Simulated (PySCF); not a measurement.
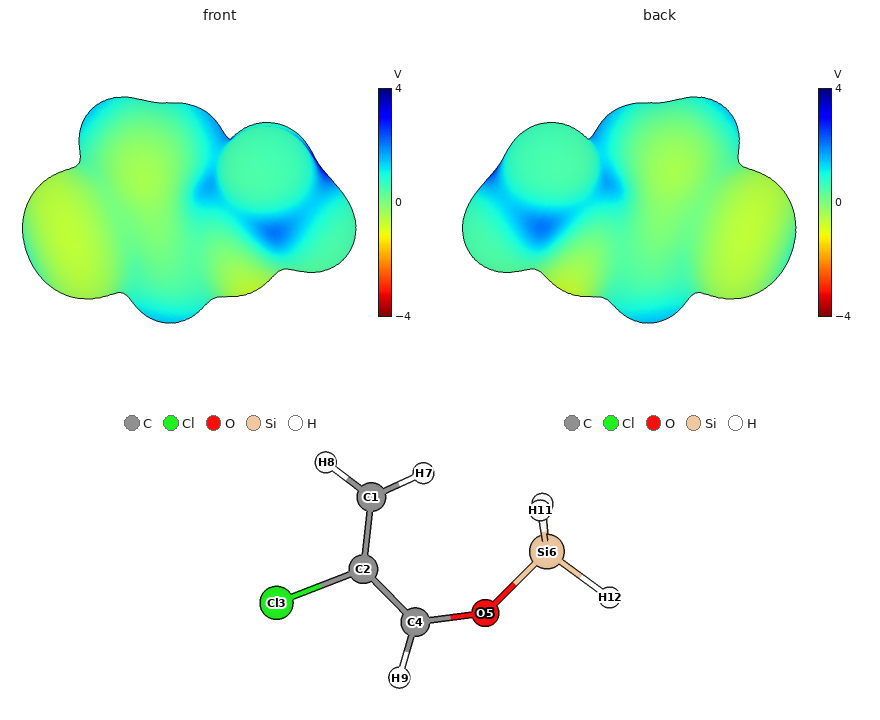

*C3H6ClOSi (doublet). The electrostatic potential painted on the density surface at 0.004 e/bohr³, seen from the front and from behind; red is negative and blue positive. The bare structure is drawn below in the same view.*

Geometry: GFN2-xTB.

Level of theory: UKS B3LYP, pcH-1 on C Cl H O Si, non-relativistic, mean-field spin-orbit, GIAO in PySCF 2.14.0, density-fitted response routines.

```
atom    x (Å)    y (Å)    z (Å)
   C   1.2638   1.0312   0.5344
   C   1.1336   0.6261  -0.7593
  Cl   2.3206   1.1913  -1.9060
   C   0.1696  -0.1970  -1.3299
   O  -0.8522  -0.7710  -0.7147
  Si  -1.5651  -0.9184   0.7441
   H   0.5650   0.7168   1.2858
   H   2.0684   1.6759   0.8315
   H   0.2189  -0.4214  -2.3874
   H  -0.6493  -1.5347   1.7055
   H  -2.0045   0.3875   1.2378
   H  -2.6677  -1.7871   0.3645
```

Q: Describe the electrostatic potential map.

A: The most negative region (about −0.7 V, or −16 kcal/mol for a unit charge) lies over O5, the most positive (about +2.9 V, or +67 kcal/mol for a unit charge) over Si6. Cl3 shows a σ-hole: about +0.7 V, or +16 kcal/mol for a unit charge at the tip opposite its bond, against about −0.5 V, or −12 kcal/mol for a unit charge on its flanks.
